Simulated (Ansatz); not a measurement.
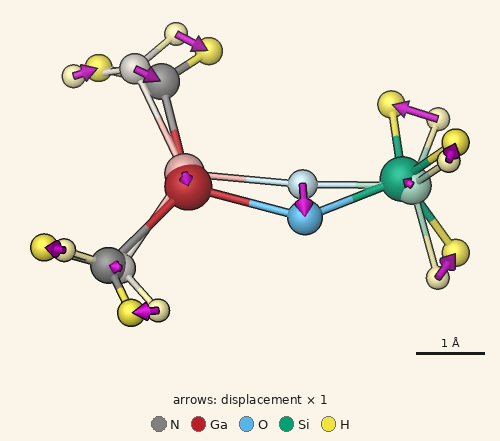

This is a relaxation of GaSiN2H7O. The starting structure is drawn faded, the final one solid; purple arrows show the displacements, at their true length. The two geometries are superimposed by the best rigid fit.

A ball-and-stick model, seen at a tilt.

The start comes from GFN2-xTB.

These are results of RKS PBE0-D4/def2-TZVP (Ansatz 0.2.0), not measurements. (force threshold 0.005 eV/Å; at most 150 steps)

**Describe the change and its energy.**

The largest move after the best rigid fit is that of an H atom, 0.72 Å. Largest moves by element: H 0.72 Å, O 0.58 Å, N 0.44 Å, Ga 0.24 Å, Si 0.18 Å. Among the contacts that change: Ga–O 1.749 → 1.786 Å, Ga–N 1.845 → 1.808 Å, H–Si 1.467 → 1.495 Å, H–N 1.015 → 1.006 Å. Among the angles between lasting bonds that change: Ga–O–Si 174.2° → 137.5°, Ga–N–H 115.4° → 121.8°, Ga–N–H 114.7° → 119.8°. After 16 geometry steps the energy has fallen by 3.57 kcal/mol. Largest force component: 1.2 eV/Å at the start, 0.002 eV/Å at the end. Cost: 69 s on 4 threads of Arm Neoverse V2 (shared host).
